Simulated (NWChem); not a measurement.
**SnCl2 (SMILES [Cl][Sn][Cl]) at 6 levels**

We compute a comparison of 6 runs (HF/STO-3G, HF/3-21G, HF/def2-SVP, CAM-B3LYP/def2-SVP, PBE0/def2-SVP, MP2/3-21G) of SnCl2. 

Program for the calculation: NWChem 7.3.0.

### Step 1. The molecule

SnCl2: 3 atoms, total charge 0, spin state singlet. SMILES: `[Cl][Sn][Cl]`. The shape comes from GFN2-xTB, which is rough for such elements, and wasn't checked as a minimum.

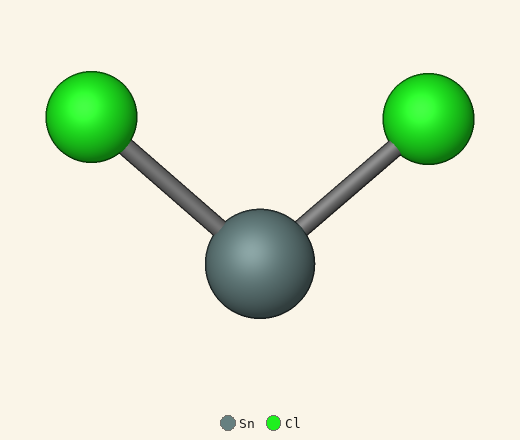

The structure, seen from a chosen angle (tin teal, chlorine green).

### Step 2. Energy and gradient at HF/STO-3G (run 1)

run.py reads:

```python
from ase import Atoms
from ase.calculators.nwchem import NWChem

atoms = Atoms(['Sn', 'Cl', 'Cl'], positions=[
    [0.004910, -0.007160, -1.023740],
    [1.812600, -0.019020, 0.521020],
    [-1.817510, 0.026180, 0.502720],
])

calc = NWChem(
    label='cl2sn',
    theory='scf',
    memory='2200 mb',
    basis='STO-3G',
    basispar='spherical bse',
    scf={'nopen': '0', 'rhf': None, 'thresh': '1e-08', 'maxiter': '80'},
)
atoms.calc = calc

forces = atoms.get_forces()
e = atoms.get_potential_energy()
print(f"E = {e:.6f} eV")
print("forces (eV/A):")
for s, f in zip(atoms.symbols, forces):
    print(f"{s:2s} {f[0]:10.5f} {f[1]:10.5f} {f[2]:10.5f}")
print("dipole (e A):", atoms.get_dipole_moment().round(4))
```

On the command line:

```
$ export ASE_NWCHEM_COMMAND="nwchem PREFIX.nwi > PREFIX.nwo"
$ python run.py
```

Output:

```text
E = -187012.607190 eV
forces (eV/A):
Sn    0.00031    0.00489    0.70782
Cl   -0.91516    0.00895   -0.36011
Cl    0.91485   -0.01383   -0.34777
dipole (e A): [ 0.0035 -0.0054 -0.7771]
```

The calculator wrote cl2sn.nwi:

```
title "cl2sn"

permanent_dir cl2sn

scratch_dir cl2sn

start cl2sn

geometry units angstrom nocenter noautosym noautoz
  Sn 4.9100000000000003e-03 -7.1599999999999997e-03 -1.0237400000000001e+00
  Cl 1.8126000000000000e+00 -1.9019999999999999e-02 5.2102000000000004e-01
  Cl -1.8175100000000000e+00 2.6179999999999998e-02 5.0271999999999994e-01
end

memory 2200 mb

basis spherical bse noprint
   * library STO-3G
end

scf
  nopen 0
  rhf
  thresh 1e-08
  maxiter 80
end

task scf gradient
```

cl2sn.nwo:

```text
Northwest Computational Chemistry Package (NWChem) 7.3.0
             --------------------------------------------------------

           Job information
           ---------------

    nwchem branch   = 7.3.0
    use scalapack   = T
    input           = cl2sn.nwi
    prefix          = cl2sn.
    data base       = cl2sn/cl2sn.db
    status          = startup
    nproc           =        1

           Memory information
           ------------------

    heap     =     72089596 doubles =      550.0 Mbytes
    stack    =     72089601 doubles =      550.0 Mbytes
    global   =    144179200 doubles =     1100.0 Mbytes (distinct from heap & stack)
    total    =    288358397 doubles =     2200.0 Mbytes
    verify   = yes
    hardfail = no

[... 114 lines left out ...]
 Convergence threshold     :          1.000E-08
[... 12 lines left out ...]
       Final RHF  results
[... 3 lines left out ...]
      One-electron energy = -10346.124051053712
[... 1 line left out ...]
 Nuclear repulsion energy =    420.480101869504
[... 53 lines left out ...]
                       ROHF Final Molecular Orbital Analysis
[... 170 lines left out ...]
                                       cl2sn

  wavefunction    =   RHF

                         RHF ENERGY GRADIENTS

    atom               coordinates                        gradient
                 x          y          z           x          y          z
   1 Sn      0.009279  -0.013530  -1.934588   -0.000006  -0.000095  -0.013765
   2 Cl      3.425317  -0.035943   0.984585    0.017797  -0.000174   0.007003
   3 Cl     -3.434596   0.049473   0.950003   -0.017791   0.000269   0.006763

                 ----------------------------------------
                 |  Time  |  1-e(secs)   |  2-e(secs)   |
                 ----------------------------------------
                 |  CPU   |       0.00   |       0.57   |
                 ----------------------------------------
                 |  WALL  |       0.00   |       0.57   |
                 ----------------------------------------

 Task  times  cpu:        2.5s     wall:        2.5s
 Total times  cpu:        2.5s     wall:        2.5s
```

It took 3.3 s on 1 thread of AMD EPYC 9R45 (Zen 5), shared host; peak memory 0.1 GiB.

### Step 3. Energy and forces at HF/3-21G (run 2)

run.nw reads:

```
start run
title "Cl2Sn gradient"
memory total 2200 mb

geometry units angstrom noautosym nocenter noautoz
   Sn     0.004910    -0.007160    -1.023740
   Cl     1.812600    -0.019020     0.521020
   Cl    -1.817510     0.026180     0.502720
end

basis spherical bse
   Sn library 3-21G
   Cl library 3-21G
end

scf
   singlet
   rhf
   thresh 1e-08
   maxiter 80
   noprint "final vectors analysis"
end

task scf gradient
```

On the command line:

```
$ nwchem run.nw > run.out
```

Output:

```text
[...]
  functions       =    57
[...]
  wavefunction    = RHF
[...]
         Total SCF energy =  -6910.999820788317
      One-electron energy = -10376.049191920843
      Two-electron energy =   3044.569269263022
 Nuclear repulsion energy =    420.480101869504
        Time for solution =      2.4s
[...]
                         RHF ENERGY GRADIENTS
    atom               coordinates                        gradient
                 x          y          z           x          y          z
   1 Sn      0.009279  -0.013530  -1.934588   -0.000234   0.000217   0.030934
   2 Cl      3.425317  -0.035943   0.984585   -0.016940   0.000104  -0.015517
   3 Cl     -3.434596   0.049473   0.950003    0.017174  -0.000321  -0.015417
[...]
```

It took 3.9 s on 1 thread of AMD EPYC 9R45 (Zen 5), shared host; peak memory 0.1 GiB.

Runs 3 to 4 aren't shown in full; the table further down has their settings and results.

### Step 4. Energy and forces at PBE0/def2-SVP (core potential) (run 5)

cl2sn.xyz reads:

```xyz
3

Sn     0.004910    -0.007160    -1.023740
Cl     1.812600    -0.019020     0.521020
Cl    -1.817510     0.026180     0.502720
```

cl2sn.nw reads:

```
start cl2sn
memory total 2200 mb
geometry noautosym nocenter noautoz
load cl2sn.xyz
end
basis spherical bse
Sn library def2-SVP
Cl library def2-SVP
end
ecp bse
Sn library def2-SVP
end
dft
xc pbe0
grid xfine
convergence energy 1e-08
maxiter 100
mulliken
noprint "final vectors analysis"
end
task dft gradient
```

On the command line:

```
$ nwchem cl2sn.nw > cl2sn.out
```

Output:

```text
[...]
          Wavefunction type:  closed shell.
          No. of atoms     :     3
          No. of electrons :    56
[...]
          Charge           :     0
          Spin multiplicity:     1
[...]
          AO basis - number of functions:    62
[...]
              XC Information
              --------------
                         PBE0 Method XC Functional
                     Hartree-Fock (Exact) Exchange  0.250
          PerdewBurkeErnzerhof Exchange Functional  0.750
            Perdew 1991 LDA Correlation Functional  1.000 local
           PerdewBurkeErnz. Correlation Functional  1.000 non-local
[...]
 d= 0,ls=0.0,diis     1  -1134.1539502978 -1.34D+03  2.64D-02  3.79D-01     0.8
[...]
 d= 0,ls=0.0,diis     8  -1134.2214193129 -1.14D-09  1.58D-06  7.57D-09     4.6
         Total DFT energy =    -1134.221419312903
      One electron energy =    -2063.734034559363
           Coulomb energy =      795.235517448235
    Exchange-Corr. energy =      -74.324153917731
 Nuclear repulsion energy =      208.601251715956
[...]
      Total Density - Mulliken Population Analysis
     ---------------------------------------------
    Atom       Charge   Shell Charges
 -----------   ------   -------------------------------------------------------
    1 Sn  22    21.35   0.44  1.60  1.43  0.42  2.73  3.27  0.89  0.41  9.73  0.44
    2 Cl  17    17.33   2.00  1.99  1.25  0.72  5.93  2.11  3.31  0.01
    3 Cl  17    17.33   2.00  1.99  1.25  0.72  5.93  2.11  3.31  0.01
[...]
  wavefunction    = closed shell
                         DFT ENERGY GRADIENTS
    atom               coordinates                        gradient
                 x          y          z           x          y          z
   1 Sn      0.009279  -0.013530  -1.934588   -0.000087   0.000030   0.004101
   2 Cl      3.425317  -0.035943   0.984585   -0.001940   0.000010  -0.002032
   3 Cl     -3.434596   0.049473   0.950003    0.002027  -0.000040  -0.002069
[...]
```

Run time: 6.3 s. Hardware: 1 thread of AMD EPYC 9R45 (Zen 5), shared host; peak memory 0.13 GiB.

### Step 5. Energy and forces at MP2/3-21G (run 6)

work.nw reads:

```
start work
memory 2200 mb

geometry noautosym nocenter noautoz
  Sn     0.004910    -0.007160    -1.023740
  Cl     1.812600    -0.019020     0.521020
  Cl    -1.817510     0.026180     0.502720
end

basis spherical bse
  * library 3-21G
end

scf
  singlet
  rhf
  thresh 1e-08
  maxiter 80
  print medium
end

mp2
  freeze core 28
  tight
end

task mp2 gradient
```

On the command line:

```
$ nwchem work.nw > work.out
```

Output:

```text
[...]
  functions       =    57
[...]
  wavefunction    = RHF
[...]
         Total SCF energy =  -6910.999820788317
      One-electron energy = -10376.049191920843
      Two-electron energy =   3044.569269263022
 Nuclear repulsion energy =    420.480101869504
        Time for solution =      2.4s
[...]
          Total MP2 energy         -6911.126688752322
[...]
                         mp2 ENERGY GRADIENTS
    atom               coordinates                        gradient
                 x          y          z           x          y          z
   1 Sn      0.009279  -0.013530  -1.934588   -0.000259   0.000251   0.035749
   2 Cl      3.425317  -0.035943   0.984585   -0.021037   0.000138  -0.017944
   3 Cl     -3.434596   0.049473   0.950003    0.021296  -0.000389  -0.017805
[...]
```

Wall time 6.9 s (1 thread of AMD EPYC 9R45 (Zen 5), shared host); peak memory 0.13 GiB.

### Step 6. All runs side by side

```csv
run,level,core potential,iteration cap,energy (Eh),dipole moment (D),largest force (eV/Å),wall time
1,HF/STO-3G,–,80,-6872.586609,3.73,0.984,3.3 s
2,HF/3-21G,–,80,-6910.999821,4.64,1.591,3.9 s
3,HF/def2-SVP (core potential),def2-SVP,80,-1132.169725,–,0.292,5.4 s
4,CAM-B3LYP/def2-SVP (core potential),def2-SVP,100,-1134.521656,3.21,0.121,11 s
5,PBE0/def2-SVP (core potential),def2-SVP,100,-1134.221419,3.18,0.211,6.3 s
6,MP2/3-21G,–,80,-6911.126689,4.11,1.838,6.9 s
```

### Step 7. Outcome

| quantity | value |
| --- | --- |
| run 6: total energy | -6911.12669 Eh |
| run 6: dipole moment (of the density that the program reports) | 4.11 D |
| run 6: HOMO energy (Hartree–Fock orbitals) | -10.28 eV |
| run 6: LUMO energy (Hartree–Fock orbitals) | -0.92 eV |
| run 6: HOMO–LUMO gap (Hartree–Fock orbitals) | 9.36 eV |
| run 6: correlation energy (28 core orbitals frozen) | -126.9 mEh |
| run 6: largest force on an atom | 1.838 eV/Å |

What this shows: Over runs 1, 2, 4, 5, 6 the dipole moment (its size) runs from 3.18 D (PBE0/def2-SVP) to 4.64 D (HF/3-21G). The two ends differ in method and basis and core potential. Totals of different functionals can't be ranked against each other. Some runs of one species differ in core potentials or relativity; totals across that change don't compare. In run 1 the basis is minimal, so the values are rough. In runs 1, 2, 6 relativity is left out where basis or elements ask for it. All runs together took 37 s, the longest 11 s.
